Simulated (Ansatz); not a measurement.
H₅NOSi₂

```yaml
atoms:
  - { symbol: N, position_ang: [-0.8612, 1.8761, 1.5150] }
  - { symbol: O, position_ang: [1.3130, 0.9033, 1.7116] }
  - { symbol: Si, position_ang: [0.4407, 1.5292, 0.3950] }
  - { symbol: Si, position_ang: [0.0810, 1.2190, 2.8379] }
  - { symbol: H, position_ang: [-1.7814, 2.2880, 1.4319] }
  - { symbol: H, position_ang: [1.1019, 2.7031, -0.2398] }
  - { symbol: H, position_ang: [0.1597, 0.5128, -0.6567] }
  - { symbol: H, position_ang: [-0.4500, -0.0131, 3.4846] }
  - { symbol: H, position_ang: [0.4923, 2.1772, 3.9014] }
```

Geometry: B3LYP-D3(BJ)/def2-SVP.

Computed with Ansatz 0.2.0, isolated molecule in a Gaussian basis; Kohn-Sham density functional theory, functional PBE0.

Question: What will maps of the electron density and electron localisation function show?

Answer: Si–O (1.70 Å): ρ at the midpoint is about 1.1 e/Å³; the ELF peaks at about 0.85 between the atoms (a polar covalent bond).
Si–N (1.75 Å): ρ is about 1 e/Å³ halfway; the ELF peaks at about 0.90 between the atoms: a shared but strongly polarised pair.
Si–Si (2.49 Å): the density is about 0.45 e/Å³ at the midpoint; the ELF is about 0.20 at the midpoint.
N–H (1.01 Å): the density is about 2.8 e/Å³ at the midpoint; the ELF climbs to about 1 towards the hydrogen, as it does in any bond to H: a covalent bond by its length.

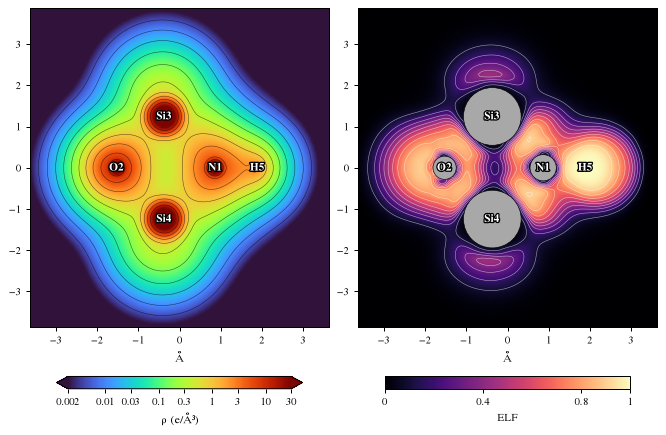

Computed electron density and electron localisation function on the plane of atoms O2, Si3 and Si4, in this order. Grey discs cover the atomic cores in the ELF map. 
